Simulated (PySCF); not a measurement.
P₄ (charge +1): frequency calculation

System: P₄, charge +1, multiplicity 2.
Method: UKS-based PBE0, P def2-TZVP; non-relativistic Hamiltonian; density fitting (PySCF 2.14.0).

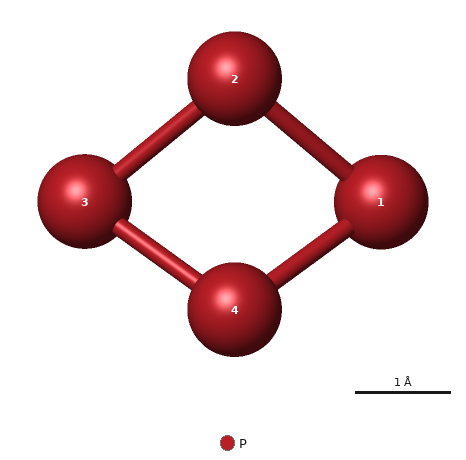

The structure as given in the input (ball-and-stick view, seen on its broad side; atoms are numbered from 1 in the order of the input). Bond lengths as drawn: P–P 2.14 Å.

Results in brief:

```json
{"quantity": "outcome", "value": "converged"}
{"quantity": "total energy", "value": "−1364.642971 hartree"}
{"quantity": "⟨S²⟩", "value": "0.800"}
{"quantity": "zero-point energy", "value": "0.005555 hartree"}
{"quantity": "wavenumbers, lowest and highest", "value": "246 and 567 cm⁻¹"}
{"quantity": "hardware", "value": "4 threads of Arm Neoverse V1, 24 GiB of memory available, shared host"}
{"quantity": "wall time", "value": "85 s (CPU time 4.4 min)"}
{"quantity": "peak memory", "value": "1.6 GiB"}
```

Input:
```python
from pyscf import gto, scf, dft
mol = gto.M(atom='''
P      1.103725     1.103728    -0.398721
P     -0.864022     0.864021     0.398721
P     -1.103726    -1.103728    -0.398718
P      0.864023    -0.864021     0.398718''',
    basis={'P': 'def2-TZVP'},
    charge=1, spin=1)
mf = dft.UKS(mol, xc='PBE0')
mf.grids.atom_grid = (75, 302)
aux = {'P': 'def2-universal-JKFIT'}
mf = mf.density_fit(auxbasis=aux)
mf.conv_tol = 1e-09
mf.diis_space = 10
mf.max_cycle = 60
mf.verbose = 4
mf.kernel()
```

The script is an equivalent of the set-up of the self-consistent field. The run itself was carried out by a driver, which started from the orbitals of the step before it where there was one and computed the further properties.

Launch command:
```bash
OMP_NUM_THREADS=4 python axn.py task.json out
```

What the program printed:
```
init E= -1364.64297097571
  alpha nocc = 30  HOMO = -0.444895352810454  LUMO = -0.31820009661199
  beta  nocc = 29  HOMO = -0.474615712452884  LUMO = -0.331521110069125
  HOMO = -0.44489535281  LUMO = -0.331521110069  gap/eV = 3.08507
cycle= 1 E= -1364.64297097568  delta_E= 2.36e-11  |g|= 7.01e-06  |ddm|= 1.06e-05
  alpha nocc = 30  HOMO = -0.444895792149334  LUMO = -0.318200716537655
  beta  nocc = 29  HOMO = -0.474616641120635  LUMO = -0.331521453384788
  HOMO = -0.444895792149  LUMO = -0.331521453385  gap/eV = 3.08507
Extra cycle  E= -1364.64297097552  delta_E= 1.6e-10  |g|= 1.61e-05  |ddm|= 2.18e-05
converged SCF energy = -1364.64297097552  <S^2> = 0.80010706  2S+1 = 2.0494946
```

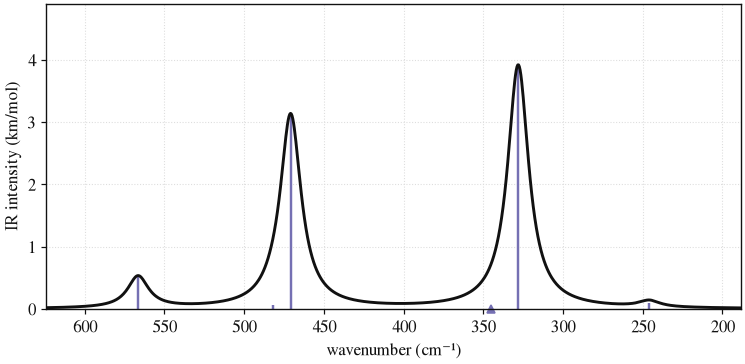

Harmonic infrared spectrum, unscaled: sticks (degenerate modes added up, dark ones marked on the axis) with a Lorentzian envelope of 16 cm⁻¹ full width, scaled to the tallest stick. 6 modes from 246 to 567 cm⁻¹, none imaginary. The strongest line is at 328 cm⁻¹ (3.9 km/mol). All modes, in cm⁻¹ (km/mol): 246 (0.1), 328 (3.9), 345 (0.0), 471 (3.1), 482 (0.1), 567 (0.5).
